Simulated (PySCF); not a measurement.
**doublet C4H8O+ at 6 levels**

Wanted: a comparison of 6 runs (UHF/3-21G, U-r2SCAN/6-31G*, U-wB97X/6-31G*, UCAM-B3LYP/6-31G*, UM06-2X/6-31G*, USVWN5/6-31G*) of doublet C4H8O+. The job is set up through a Python script.

The calculation is run with PySCF 2.14.0.

1 further run of the same task is left out (set aside as unsound or not needed). Runs told in other sessions of the task aren't counted.

## (1) The system as given

C4H8O+: 13 atoms, total charge +1, spin state doublet. SMILES of the parent species: `OC1CCC1`. The shape is that of a GFN2-xTB optimisation. This is one conformer, not always the lowest. That shape belongs to the parent species and isn't relaxed for this state.

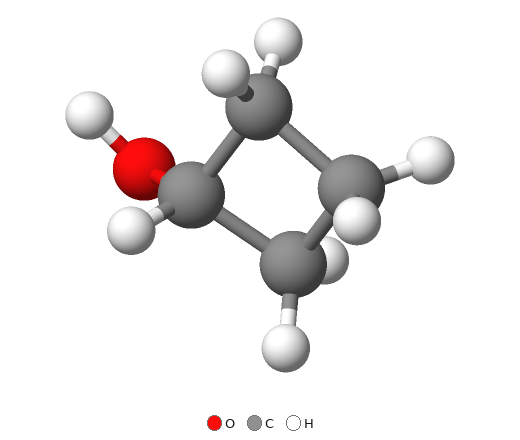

The structure, seen from a chosen angle (oxygen red, carbon grey, hydrogen white).

## (2) A single-point energy at UHF/3-21G (run 1)

File calc.py:

```python
from pyscf import gto, scf

mol = gto.Mole()
mol.atom = [
    ('O', (-1.517960, 0.157380, 1.346520)),
    ('C', (-0.224180, 0.240670, 0.812400)),
    ('C', (0.290460, -1.089750, 0.243140)),
    ('C', (0.734140, -0.354620, -1.030540)),
    ('C', (-0.074730, 0.874030, -0.587590)),
    ('H', (-1.839310, 1.045520, 1.531960)),
    ('H', (0.466440, 0.682730, 1.544250)),
    ('H', (-0.536440, -1.774050, 0.073230)),
    ('H', (1.064470, -1.591590, 0.817510)),
    ('H', (1.804920, -0.164280, -1.053140)),
    ('H', (0.434580, -0.808020, -1.971850)),
    ('H', (0.433170, 1.835340, -0.632510)),
    ('H', (-1.035570, 0.946640, -1.093380)),
]
mol.charge = 1
mol.max_memory = 1860
mol.verbose = 4
mol.basis = '3-21g'
mol.spin = 1
mol.build()

mf = scf.UHF(mol)
mf.conv_tol = 1e-10
mf.kernel()
if not mf.converged:
    mf = mf.newton().run(mf.mo_coeff, mf.mo_occ)

e_tot = mf.e_tot
print('E(%s) = %.9f' % ('HF', e_tot))
```

On the command line:

```
OMP_NUM_THREADS=1 python calc.py
```

What it wrote:

```text
<dir> SyntaxWarning: invalid escape sequence '\W'
  S = {(paw_set(r)[0], bool(re.search(r"spin_orbit\W+true|paw_fr", str((r.get("files") or {}).get("input") or "")) or re.search("(?i)spin.orbit\W+(value\W+)?(true|yes)|value\W+spin-orbit", json.dumps(r.get("inputs"), default=str)))) for r in records}

PySCF version 2.14.0

[... 133 lines left out ...]
converged SCF energy = -229.335991346577  <S^2> = 0.76120519  2S+1 = 2.011174
E(HF) = -229.335991347
```

It took 1.1 s on 1 thread of Intel Xeon 6975P-C (Granite Rapids), shared host; peak memory 0.12 GiB.

## (3) A single-point energy at U-r2SCAN/6-31G(d) (spherical functions) (run 2)

File calc.py:

```python
from pyscf import gto, dft

system = gto.Mole()
system.atom = '''
O   -1.517960   0.157380   1.346520
C   -0.224180   0.240670   0.812400
C    0.290460  -1.089750   0.243140
C    0.734140  -0.354620  -1.030540
C   -0.074730   0.874030  -0.587590
H   -1.839310   1.045520   1.531960
H    0.466440   0.682730   1.544250
H   -0.536440  -1.774050   0.073230
H    1.064470  -1.591590   0.817510
H    1.804920  -0.164280  -1.053140
H    0.434580  -0.808020  -1.971850
H    0.433170   1.835340  -0.632510
H   -1.035570   0.946640  -1.093380
'''
system.verbose = 4
system.basis = '6-31g*'
system.max_memory = 1860
system.charge = 1
system.spin = 1
system.build()

myscf = dft.UKS(system)
myscf.xc = 'r2scan'
myscf.conv_tol = 1e-10
myscf.grids.level = 5
myscf.kernel()
if not myscf.converged:
    myscf = myscf.newton().run(myscf.mo_coeff, myscf.mo_occ)

e_tot = myscf.e_tot
print('E = %.10f Eh' % e_tot)
```

On the command line:

```
OMP_NUM_THREADS=1 python calc.py
```

What it wrote:

```text
<dir> SyntaxWarning: invalid escape sequence '\W'
  S = {(paw_set(r)[0], bool(re.search(r"spin_orbit\W+true|paw_fr", str((r.get("files") or {}).get("input") or "")) or re.search("(?i)spin.orbit\W+(value\W+)?(true|yes)|value\W+spin-orbit", json.dumps(r.get("inputs"), default=str)))) for r in records}

PySCF version 2.14.0

[... 122 lines left out ...]
converged SCF energy = -231.932724110661  <S^2> = 0.75341253  2S+1 = 2.0034096
E = -231.9327241107 Eh
```

Run time: 70 s. Hardware: 1 thread of Intel Xeon 6975P-C (Granite Rapids), shared host; peak memory 0.52 GiB.

Runs 3 to 4 aren't shown in full; the table further down has their settings and results.

## (4) A single-point energy at UM06-2X/6-31G(d) (spherical functions) (run 5)

File input.py:

```python
from pyscf import gto, dft

mol = gto.M(
    atom='''
O       -1.517960       0.157380       1.346520
C       -0.224180       0.240670       0.812400
C        0.290460      -1.089750       0.243140
C        0.734140      -0.354620      -1.030540
C       -0.074730       0.874030      -0.587590
H       -1.839310       1.045520       1.531960
H        0.466440       0.682730       1.544250
H       -0.536440      -1.774050       0.073230
H        1.064470      -1.591590       0.817510
H        1.804920      -0.164280      -1.053140
H        0.434580      -0.808020      -1.971850
H        0.433170       1.835340      -0.632510
H       -1.035570       0.946640      -1.093380
''',
    basis='6-31g*',
    spin=1,
    verbose=3,
    charge=1,
    max_memory=1860,
)

ks = dft.UKS(mol)
ks.xc = 'm06-2x'
ks.grids.level = 5
ks.conv_tol = 1e-10
ks.kernel()
if not ks.converged:
    ks = ks.newton().run(ks.mo_coeff, ks.mo_occ)

e_final = ks.e_tot
print('E = %.10f Eh' % e_final)
```

On the command line:

```
OMP_NUM_THREADS=1 python input.py
```

What it wrote:

```text
<dir> SyntaxWarning: invalid escape sequence '\W'
  S = {(paw_set(r)[0], bool(re.search(r"spin_orbit\W+true|paw_fr", str((r.get("files") or {}).get("input") or "")) or re.search("(?i)spin.orbit\W+(value\W+)?(true|yes)|value\W+spin-orbit", json.dumps(r.get("inputs"), default=str)))) for r in records}

WARN: HOMO -0.31951549196587 >= LUMO -0.319515491965869

converged SCF energy = -231.94664214586  <S^2> = 0.75473613  2S+1 = 2.0047305
E = -231.9466421459 Eh
```

Wall time 90 s (1 thread of Intel Xeon 6975P-C (Granite Rapids), shared host); peak memory 0.51 GiB.

## (5) The energy at USVWN5/6-31G(d) (spherical functions) (run 6)

File calc.py:

```python
from pyscf import gto, dft

mol = gto.Mole()
mol.atom = [
    ('O', (-1.517960, 0.157380, 1.346520)),
    ('C', (-0.224180, 0.240670, 0.812400)),
    ('C', (0.290460, -1.089750, 0.243140)),
    ('C', (0.734140, -0.354620, -1.030540)),
    ('C', (-0.074730, 0.874030, -0.587590)),
    ('H', (-1.839310, 1.045520, 1.531960)),
    ('H', (0.466440, 0.682730, 1.544250)),
    ('H', (-0.536440, -1.774050, 0.073230)),
    ('H', (1.064470, -1.591590, 0.817510)),
    ('H', (1.804920, -0.164280, -1.053140)),
    ('H', (0.434580, -0.808020, -1.971850)),
    ('H', (0.433170, 1.835340, -0.632510)),
    ('H', (-1.035570, 0.946640, -1.093380)),
]
mol.basis = '6-31g*'
mol.spin = 1
mol.max_memory = 1860
mol.verbose = 3
mol.charge = 1
mol.build()

mf = dft.UKS(mol, xc='svwn')
mf.conv_tol = 1e-10
mf.grids.level = 5
mf.kernel()
if not mf.converged:
    mf = mf.newton().run(mf.mo_coeff, mf.mo_occ)

e_final = mf.e_tot
print(f'total energy: {e_final:.8f} hartree')
```

On the command line:

```
OMP_NUM_THREADS=1 python calc.py
```

What it wrote:

```text
<dir> SyntaxWarning: invalid escape sequence '\W'
  S = {(paw_set(r)[0], bool(re.search(r"spin_orbit\W+true|paw_fr", str((r.get("files") or {}).get("input") or "")) or re.search("(?i)spin.orbit\W+(value\W+)?(true|yes)|value\W+spin-orbit", json.dumps(r.get("inputs"), default=str)))) for r in records}

converged SCF energy = -230.053674123819  <S^2> = 0.75087972  2S+1 = 2.0008795
total energy: -230.05367412 hartree
```

Wall time 20 s (1 thread of Intel Xeon 6975P-C (Granite Rapids), shared host); peak memory 0.29 GiB.

## (6) The series

| run | level | integration grid | energy (Eh) | HOMO energy (eV) | LUMO energy (eV) | ⟨S²⟩ | wall time |
| --- | --- | --- | --- | --- | --- | --- | --- |
| 1 | UHF/3-21G | – | -229.335991 | -17.62 | -6.41 | 0.761 | 1.1 s |
| 2 | U-r2SCAN/6-31G* (spherical functions) | 5 | -231.932724 | -13.48 | -12.58 | 0.753 | 70 s |
| 3 | U-wB97X/6-31G* (spherical functions) | 5 | -232.005008 | -17.01 | -9.89 | 0.755 | 68 s |
| 4 | UCAM-B3LYP/6-31G* (spherical functions) | 5 | -231.940385 | -15.98 | -10.80 | 0.755 | 72 s |
| 5 | UM06-2X/6-31G* (spherical functions) | 5 | -231.946642 | -15.83 | -11.09 | 0.755 | 90 s |
| 6 | USVWN5/6-31G* (spherical functions) | 5 | -230.053674 | -13.18 | -12.68 | 0.751 | 20 s |

## (7) Summary of results

| quantity | value |
| --- | --- |
| run 6: total energy | -230.05367 Eh |
| run 6: HOMO energy (highest over α and β) | -13.18 eV |
| run 6: LUMO energy (lowest over α and β) | -12.68 eV |
| run 6: ⟨S²⟩ | 0.751 |

In words: Totals of different functionals can't be ranked against each other. All runs together took 5.3 min, the longest 90 s.
